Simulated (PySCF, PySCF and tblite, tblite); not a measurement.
# C₄H₆FNO: a path driven as rotation about a bond, and NMR exchange

How fast is rotation about a bond in C₄H₆FNO (`C=C(F)NC(C)=O`), and when do the exchanging lines merge?

Programs: PySCF 2.14.0 with density-fitted response routines of our own, and tblite 0.8.0. All values are computed, except where a source is named. Atoms count from 0 throughout.

### 1 The molecule as given

13 atoms, charge 0, multiplicity 1; geometry from: force field or distance geometry start.

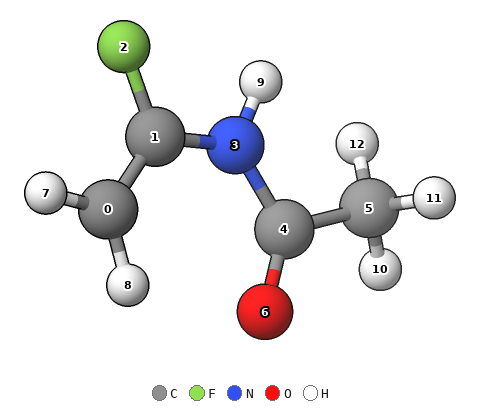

The starting geometry (carbon grey, fluorine green, nitrogen blue, oxygen red, hydrogen white), atoms numbered.

### 2 GFN2-xTB relaxation, start minimum

Job settings and geometry (Å):

```
{"job": {"xc": "GFN2-xTB", "basis": "xTB", "kind": "relax"}, "charge": 0, "multiplicity": 1}
C     -2.318500     0.202400     0.107400
C     -1.302800     0.804400    -0.506200
F     -1.573800     1.840800    -1.303400
N      0.021700     0.469800    -0.393000
C      0.592400    -0.544700     0.376000
C      2.089700    -0.592600     0.228100
O      0.005100    -1.321000     1.104100
H     -3.327700     0.573400    -0.059000
H     -2.210700    -0.642500     0.777800
H      0.634600     1.048100    -0.927700
H      2.432200    -1.625500     0.355500
H      2.543900     0.036300     1.001200
H      2.409400    -0.248500    -0.747600
```

The run is started by

```sh
$ OMP_NUM_THREADS=1 python ens_run.py task.json out
```

This one command runs the whole study; its stages follow in the order run.

Log:

```text
step      E/eV     max force
  0    -634.79338    2.100
  1    -634.84964    1.245
  2    -634.87379    0.659
  3    -634.88969    0.484
  4    -634.90925    0.345
  5    -634.91136    0.235
  6    -634.91271    0.114
  7    -634.91380    0.100
  8    -634.91487    0.096
  9    -634.91526    0.068
 10    -634.91539    0.034
 11    -634.91547    0.038
 12    -634.91558    0.036
 13    -634.91567    0.038
 14    -634.91577    0.028
 15    -634.91588    0.040
 16    -634.91600    0.042
 17    -634.91612    0.037
 18    -634.91626    0.040
 19    -634.91640    0.038
 20    -634.91656    0.043
 21    -634.91672    0.046
 22    -634.91688    0.041
 23    -634.91707    0.050
 24    -634.91732    0.066
 25    -634.91764    0.069
 26    -634.91802    0.074
 27    -634.91847    0.070
 28    -634.91904    0.085
 29    -634.91978    0.090
 30    -634.92065    0.084
 31    -634.92136    0.077
 32    -634.92176    0.081
 33    -634.92223    0.084
 34    -634.92269    0.053
 35    -634.92317    0.048
 36    -634.92337    0.046
 37    -634.92366    0.036
 38    -634.92384    0.023
 39    -634.92394    0.021
 40    -634.92400    0.020
 41    -634.92407    0.020
 42    -634.92415    0.020
 43    -634.92422    0.016
 44    -634.92428    0.017
 45    -634.92432    0.016
 46    -634.92438    0.025
 47    -634.92448    0.038
 48    -634.92466    0.055
 49    -634.92505    0.080
 50    -634.92555    0.071
 51    -634.92594    0.047
 52    -634.92616    0.086
 53    -634.92639    0.067
 54    -634.92664    0.045
 55    -634.92695    0.042
 56    -634.92729    0.036
 57    -634.92749    0.026
 58    -634.92756    0.019
 59    -634.92759    0.014
 60    -634.92763    0.012
 61    -634.92766    0.014
 62    -634.92768    0.018
 63    -634.92770    0.018
 64    -634.92774    0.015
 65    -634.92778    0.017
 66    -634.92782    0.016
 67    -634.92784    0.012
 68    -634.92786    0.012
 69    -634.92788    0.016
 70    -634.92791    0.020
 71    -634.92794    0.021
 72    -634.92798    0.018
 73    -634.92803    0.021
 74    -634.92809    0.024
 75    -634.92818    0.021
 76    -634.92824    0.021
 77    -634.92827    0.015
 78    -634.92827    0.006
 79    -634.92828    0.009
 80    -634.92828    0.005
 81    -634.92829    0.008
 82    -634.92830    0.010
 83    -634.92831    0.011
 84    -634.92832    0.008
 85    -634.92833    0.005
 86    -634.92834    0.005
 87    -634.92834    0.005
 88    -634.92834    0.004
 89    -634.92834    0.002
```

Run time: 0.4 s. Hardware: 1 thread of Arm Neoverse V1, shared host.

The energy fell by 0.135 eV, and the atoms moved 0.23 Å (root mean square).

### 3 Relaxed scan, rotation

Job settings and geometry (Å):

```
{"job": {"xc": "GFN2-xTB", "basis": "xTB", "coordinate": [["t", [0, 1, 3, 4], 0.25], ["t", [0, 1, 3, 9], 0.25], ["t", [2, 1, 3, 4], 0.25], ["t", [2, 1, 3, 9], 0.25]], "kind": "drive"}, "charge": 0, "multiplicity": 1}
C     -2.359939     0.177425     0.092091
C     -1.314502     0.806796    -0.410268
F     -1.466241     1.940684    -1.138760
N      0.034335     0.493628    -0.323343
C      0.591376    -0.578398     0.327518
C      2.097994    -0.599967     0.208050
O     -0.054381    -1.403328     0.924139
H     -3.348729     0.560739    -0.072521
H     -2.228825    -0.717694     0.666299
H      0.646396     1.141125    -0.800744
H      2.484729    -1.467484     0.734224
H      2.521937     0.301963     0.644556
H      2.391462    -0.655002    -0.838173
```

Log:

```text
point  coordinate     E/eV
  0     14.800     -634.91591
  1     29.600     -634.88000
  2     44.400     -634.82328
  3     59.400     -634.75851
  4     74.500     -634.69256
  5     89.700     -634.64501
  6    105.000     -634.62577
  7    120.200     -634.63426
  8    135.200     -634.65670
  9    150.100     -634.67681
 10    165.100     -634.68853
 11    180.000     -634.68852
```

It took 1.9 s on 1 thread of Arm Neoverse V1, shared host.

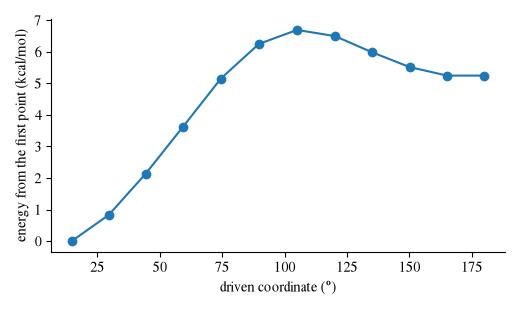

Energy along the scan.

### 4 Nudged elastic band, leg 1

Changed since step 3:

```diff
@@ -1,2 +1,2 @@
-{"job": {"xc": "GFN2-xTB", "basis": "xTB", "coordinate": [["t", [0, 1, 3, 4], 0.25], ["t", [0, 1, 3, 9], 0.25], ["t", [2, 1, 3, 4], 0.25], ["t", [2, 1, 3, 9], 0.25]], "kind": "drive"}, "charge": 0, "multiplicity": 1}
+{"job": {"xc": "GFN2-xTB", "basis": "xTB", "kind": "neb"}, "charge": 0, "multiplicity": 1}
 C     -2.359939     0.177425     0.092091
```

Log:

```text
image   E - E0 / eV
  0       0.0000
  1       0.0859
  2       0.2483
  3       0.2946
  4       0.2449
  5       0.2268
  6       0.2078
```

Wall time 1.4 s (1 thread of Arm Neoverse V1, shared host); peak memory 0.19 GiB.

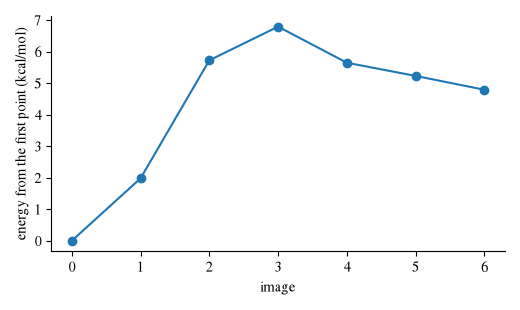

Energy along the band.

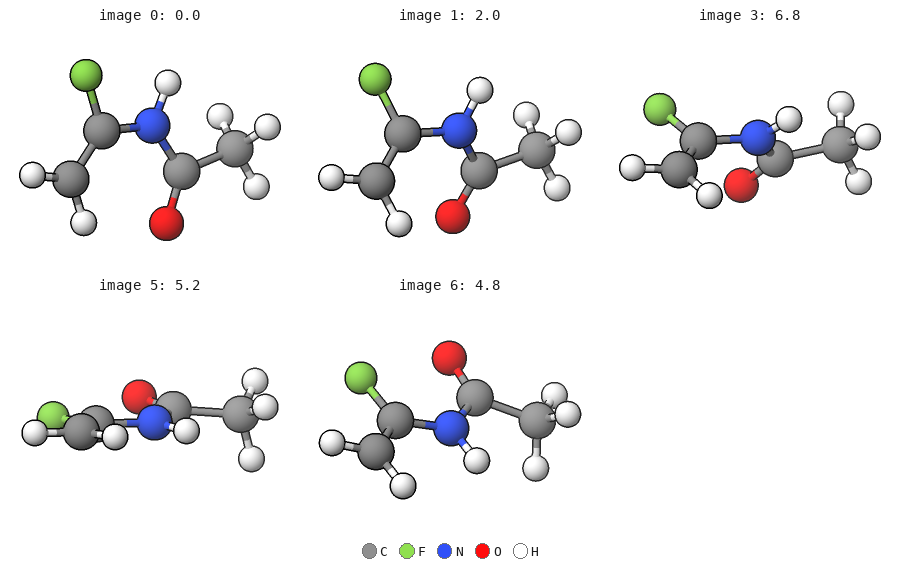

Images along the band, with energies in kcal/mol.

### 5 Saddle search, leg 1

Job settings and geometry (Å):

```
{"job": {"xc": "GFN2-xTB", "basis": "xTB", "kind": "saddle"}, "charge": 0, "multiplicity": 1}
C     -2.434515     0.676243     0.342321
C     -1.381491     0.469504    -0.424616
F     -1.518678     0.347416    -1.760148
N     -0.048353     0.386378    -0.009981
C      0.727710    -0.733313    -0.214197
C      2.173539    -0.547182     0.181624
O      0.278233    -1.753325    -0.666503
H     -3.415183     0.758303    -0.086309
H     -2.334205     0.751640     1.407660
H      0.347913     1.188388     0.454614
H      2.553668    -1.481091     0.586697
H      2.306798     0.252200     0.904774
H      2.744564    -0.315161    -0.715935
```

Log:

```text
step      E/eV     max force
  0    -634.63374   0.0241
  1    -634.63217   0.1521
  2    -634.63291   0.0326
  3    -634.63277   0.0431
  4    -634.63281   0.0529
  5    -634.63290   0.1010
  6    -634.63288   0.0247
  7    -634.63295   0.0236
  8    -634.63324   0.0346
  9    -634.63373   0.0406
 10    -634.63462   0.0403
 11    -634.63586   0.0328
 12    -634.63684   0.0997
 13    -634.63648   0.0135
 14    -634.63715   0.0316
 15    -634.63770   0.0372
 16    -634.63815   0.0204
 17    -634.63836   0.0496
 18    -634.63833   0.0079
 19    -634.63845   0.0193
 20    -634.63850   0.0108
 21    -634.63851   0.0010
lowest wavenumbers (cm-1): -82.3 84.7 98.7 144.3 324.4 335.0
```

Wall time 3.3 s (1 thread of Arm Neoverse V1, shared host); peak memory 0.19 GiB.

Point group C1; 1 imaginary mode, 82i cm⁻¹, carried by F2, O6, C0, H9. Steps downhill from it reached both ends.

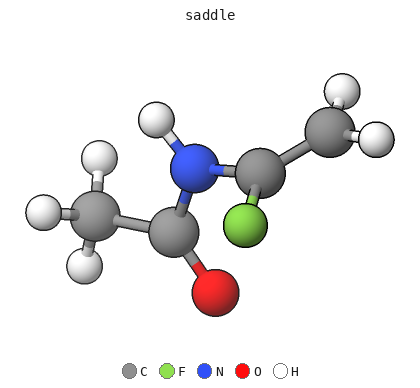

The saddle point.

### 6 Saddle search, other pyramid

Job settings and geometry (Å):

```
{"job": {"xc": "GFN2-xTB", "basis": "xTB", "kind": "saddle"}, "charge": 0, "multiplicity": 1}
C     -2.411875     0.671903     0.327669
C     -1.372590     0.477542    -0.458251
F     -1.535179     0.351202    -1.795273
N     -0.031099     0.404265    -0.064414
C      0.665384     1.495234     0.405076
C      2.039424     1.131610     0.918837
O      0.217814     2.610945     0.374905
H     -3.404700     0.729897    -0.077034
H     -2.285086     0.763619     1.388885
H      0.388113    -0.510352     0.011511
H      2.565765     2.038798     1.199741
H      2.604051     0.608547     0.150319
H      1.950012     0.486733     1.790730
```

Log:

```text
step      E/eV     max force
  0    -634.67023   0.2593
  1    -634.67773   0.1675
  2    -634.67079   0.2142
  3    -634.66131   0.2582
  4    -634.64666   0.4160
  5    -634.64421   0.2644
  6    -634.64318   0.1104
  7    -634.63914   0.1628
  8    -634.63670   0.2066
  9    -634.63659   0.3195
 10    -634.63776   0.0542
 11    -634.63847   0.0516
 12    -634.63851   0.0046
 13    -634.63851   0.0010
lowest wavenumbers (cm-1): -82.3 84.4 97.9 144.3 324.6 335.1
```

Run time: 2.1 s. Hardware: 1 thread of Arm Neoverse V1, shared host; peak memory 0.19 GiB.

Point group C1; 1 imaginary mode, 82i cm⁻¹, carried by F2, O6, C0, H9. Steps downhill from it reached both ends.

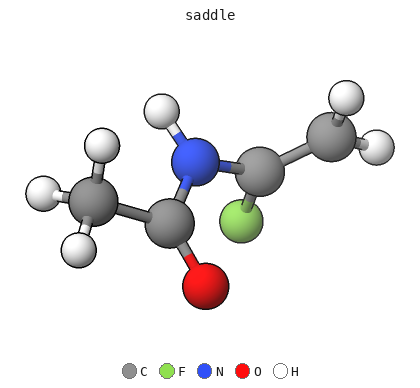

The saddle point.

### 7 Shieldings, start: PBE0/pcSseg-1 in dimethylsulfoxide

Job settings and geometry (Å):

```
{"job": {"kind": "nmr", "xc": "PBE0", "basis": "pcSseg-1", "solvent": "dimethylsulfoxide", "pop": false}, "charge": 0, "multiplicity": 1}
C     -2.359939     0.177425     0.092091
C     -1.314502     0.806796    -0.410268
F     -1.466241     1.940684    -1.138760
N      0.034335     0.493628    -0.323343
C      0.591376    -0.578398     0.327518
C      2.097994    -0.599967     0.208050
O     -0.054381    -1.403328     0.924139
H     -3.348729     0.560739    -0.072521
H     -2.228825    -0.717694     0.666299
H      0.646396     1.141125    -0.800744
H      2.484729    -1.467484     0.734224
H      2.521937     0.301963     0.644556
H      2.391462    -0.655002    -0.838173
```

Log:

```text
coarse grid: 11304 points
cycle   1  E = -385.1736688029  dE =  1.165e+00  |g| = 9.416e-01  |ddm| = 3.191e+00
cycle   2  E = -384.7922388096  dE =  3.814e-01  |g| = 1.695e+00  |ddm| = 1.915e+00
cycle   3  E = -385.3379122742  dE = -5.457e-01  |g| = 1.954e-01  |ddm| = 1.394e+00
cycle   4  E = -385.3448972553  dE = -6.985e-03  |g| = 6.407e-02  |ddm| = 1.547e-01
cycle   5  E = -385.3455939779  dE = -6.967e-04  |g| = 1.822e-02  |ddm| = 4.550e-02
cycle   6  E = -385.3456687179  dE = -7.474e-05  |g| = 4.087e-03  |ddm| = 1.459e-02
cycle   7  E = -385.3456714661  dE = -2.748e-06  |g| = 1.592e-03  |ddm| = 3.016e-03
final grid: 110872 points
cycle   8  E = -385.4028890941  dE = -2.537e-05  |g| = 1.192e-02  |ddm| = 2.353e-02
cycle   9  E = -385.4028327944  dE =  5.630e-05  |g| = 2.128e-02  |ddm| = 2.100e-02
cycle  10  E = -385.4029166482  dE = -8.385e-05  |g| = 1.703e-03  |ddm| = 1.399e-02
cycle  11  E = -385.4029172372  dE = -5.891e-07  |g| = 2.640e-04  |ddm| = 1.217e-03
cycle  12  E = -385.4029172453  dE = -8.051e-09  |g| = 1.482e-04  |ddm| = 2.542e-04
cycle  13  E = -385.4029172486  dE = -3.298e-09  |g| = 1.899e-05  |ddm| = 9.207e-05
cycle  14  E = -385.4029172487  dE = -7.140e-11  |g| = 6.764e-06  |ddm| = 1.820e-05
converged SCF energy = -385.4029172487

GIAO shielding tensors (ppm)
atom      isotropic    diamagn.    paramagn.     s11        s22        s33       span
  0 C      111.731     257.882    -146.151     35.888    129.861    169.443    133.555
  1 C       24.303     248.295    -223.992    -78.257     71.708     79.457    157.714
  2 F      269.637     475.119    -205.482    210.026    258.307    340.576    130.550
  3 N      109.635     336.640    -227.005     -0.115    141.559    187.461    187.577
  4 C       13.916     247.273    -233.357    -78.421     26.742     93.428    171.848
  5 C      160.267     250.268     -90.001    133.244    151.823    195.733     62.489
  6 O      -96.353     404.612    -500.965   -437.219   -189.372    337.532    774.751
  7 H       27.249      28.181      -0.932     24.809     25.590     31.347      6.538
  8 H       26.447      32.867      -6.420     22.438     27.269     29.635      7.198
  9 H       24.602      34.907     -10.305     19.399     25.708     28.699      9.300
 10 H       29.887      28.117       1.771     26.028     28.168     35.466      9.438
 11 H       29.188      28.851       0.336     25.486     28.434     33.643      8.157
 12 H       29.194      28.874       0.320     25.477     28.462     33.641      8.164
```

Run time: 13 s. Hardware: 1 thread of Arm Neoverse V1, shared host; peak memory 0.81 GiB.

In short: HOMO -6.91 eV, LUMO -0.24 eV; dipole 4.32 D.

(Part 1 of 2 ends here.)
